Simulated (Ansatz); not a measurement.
# CH4Si (SMILES C=[SiH2]) at CCSD(T)/STO-3G

Aim: the vertical ionisation energy of CH4Si at CCSD(T)/STO-3G, from 2 runs. 

The calculation is run with Ansatz 0.2.0.

43 further runs of the same task are left out: 43 set aside as unsound or not needed.

### 1 Starting point

The species is CH4Si (6 atoms), meant as a singlet with charge 0. As SMILES, `C=[SiH2]`. The shape is that of a GFN2-xTB optimisation.

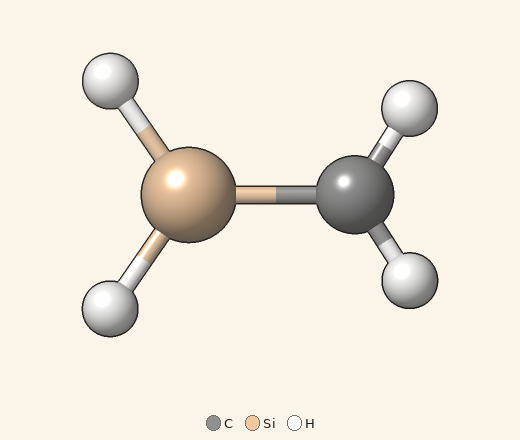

The structure, seen from a chosen angle (carbon grey, silicon light orange, hydrogen white).

### 2 The energy at CCSD(T)/STO-3G

Contents of run.yaml:

```yaml
crystal:
  periodic: [false, false, false]
  atoms:
    - {symbol: C, position_ang: [-0.738690, -0.547160, -0.265100]}
    - {symbol: Si, position_ang: [0.611270, 0.451760, 0.218260]}
    - {symbol: H, position_ang: [-1.408510, -0.996610, 0.448130]}
    - {symbol: H, position_ang: [-0.962920, -0.758160, -1.296740]}
    - {symbol: H, position_ang: [0.952980, 0.765970, 1.600750]}
    - {symbol: H, position_ang: [1.545870, 1.084200, -0.705300]}
basis:
  gaussian: {orbitals: STO-3G}
correlation: {method: ccsd_t, frozen_orbitals: {C: 1, H: 0, Si: 5}}
accuracy: high
scf: {omitted_lower_state_checks: [cluster_reference, increment]}
```

Started as:

```sh
$ ansatz run run.yaml --threads 1 --pin off --max-ram 2610MiB --events-out events.jsonl --progress --plain --runs-dir runs
```

What it wrote (excerpt; [...] marks lines left out):

```text
Warning: RAYON_NUM_THREADS=1 ignored (pool sized by the plan → 1); use --threads N
Functional definition: HF
  name "HF"
[...]
310 factors; integrals over basis functions are off by at most 1.1e-8 eV
[...]
mean field -8849.52545805 eV, -325.2140621594 hartree, gradient 2.9e-8 eV, S^2 0.000000; 0 other end points of the search recorded, 0 dependent functions left out; unrestricted orbitals would lower it
6 core orbitals not correlated: weight in the atoms' cores, before any rotation towards them, 0.999 or more for the frozen orbitals, at most 0.000 for the correlated occupied ones
reference -8849.52545805 eV, -325.2140621594 hartree; 6, 6 occupied and 6, 6 virtual orbitals, 310 factors
second order -3.33090544 eV of doubles, -0.00000000 eV of singles
cycle   1  -3.91202275 eV  change   -5.8e-1 eV  update   9.1e-2
[...]
cycle  20  -4.41557632 eV  change  -5.6e-10 eV  update  4.2e-10
perturbative correction -0.04506545 eV, -0.0016561247 hartree
Total energy: -8853.98609981 eV, -325.3779877208 hartree
Checks for a lower state left out: cluster_reference, increment
```

Run time: 0.16 s. Hardware: 1 thread of Arm Neoverse V1, shared host.

### 3 The doublet cation

Contents of input.yaml:

```yaml
crystal:
  periodic: [false, false, false]
  atoms:
    - symbol: C
      position_ang: [-0.738690, -0.547160, -0.265100]
    - symbol: Si
      position_ang: [0.611270, 0.451760, 0.218260]
    - symbol: H
      position_ang: [-1.408510, -0.996610, 0.448130]
    - symbol: H
      position_ang: [-0.962920, -0.758160, -1.296740]
    - symbol: H
      position_ang: [0.952980, 0.765970, 1.600750]
    - symbol: H
      position_ang: [1.545870, 1.084200, -0.705300]
basis:
  gaussian:
    orbitals: STO-3G
total_charge: 1
magnetization:
  spin_polarized: true
  initial_magnetization: 1
correlation:
  method: ccsd_t
  frozen_orbitals: {C: 1, H: 0, Si: 5}
accuracy: high
scf:
  omitted_lower_state_checks: [cluster_reference, increment]
```

Started as:

```sh
$ ansatz run input.yaml --threads 1 --pin off --max-ram 2610MiB --events-out events.jsonl --progress --plain --runs-dir runs
```

What it wrote (excerpt; [...] marks lines left out):

```text
Warning: RAYON_NUM_THREADS=1 ignored (pool sized by the plan → 1); use --threads N
[... 2 set-up lines as earlier in the session ...]
[...]
310 factors; integrals over basis functions are off by at most 1.1e-8 eV
[...]
mean field -8845.32376715 eV, -325.0596528670 hartree, gradient 6.5e-8 eV, S^2 0.759683; 0 other end points of the search recorded, 0 dependent functions left out
6 core orbitals not correlated: weight in the atoms' cores, before any rotation towards them, 0.999 or more for the frozen orbitals, at most 0.000 for the correlated occupied ones
reference -8845.32376715 eV, -325.0596528670 hartree; 6, 5 occupied and 6, 7 virtual orbitals, 310 factors
second order -2.01682336 eV of doubles, -0.00000000 eV of singles
cycle   1  -2.54805844 eV  change   -5.3e-1 eV  update   6.4e-2
[...]
cycle  20  -2.87594184 eV  change  -7.2e-10 eV  update   1.4e-9
perturbative correction -0.02961597 eV, -0.0010883667 hartree
Total energy: -8848.22932495 eV, -325.1664301468 hartree
Checks for a lower state left out: cluster_reference, increment
```

Wall time 0.22 s (1 thread of Arm Neoverse V1, shared host).

### 4 Summary of results

Level: CCSD(T)/STO-3G, 6 core orbitals frozen.

| quantity | value |
| --- | --- |
| singlet CH4Si: total energy | -325.37799 Eh |
| singlet CH4Si: correlation energy (6 core orbitals frozen) | -163.9 mEh |
| singlet CH4Si: (T) correction | -1.66 mEh |
| singlet CH4Si: T1 diagnostic | 0.018 |
| doublet cation: total energy | -325.16643 Eh |
| doublet cation: correlation energy (6 core orbitals frozen) | -106.8 mEh |
| doublet cation: (T) correction | -1.09 mEh |
| doublet cation: ⟨S²⟩ of the reference determinant | 0.760 |
| doublet cation: T1 diagnostic | 0.019 |
| vertical ionisation energy (to the doublet cation) | 5.757 eV |

What this shows: Removing an electron at fixed nuclei costs 5.76 eV (555 kJ/mol). In a minimal basis such a difference can be off by several eV, whatever the method. The restricted solution (singlet CH4Si) is unstable to spin breaking: an unrestricted one lies lower. The triples (singlet CH4Si) make up 1.0 % of the correlation energy. The triples (doublet cation) make up 1.0 % of the correlation energy.
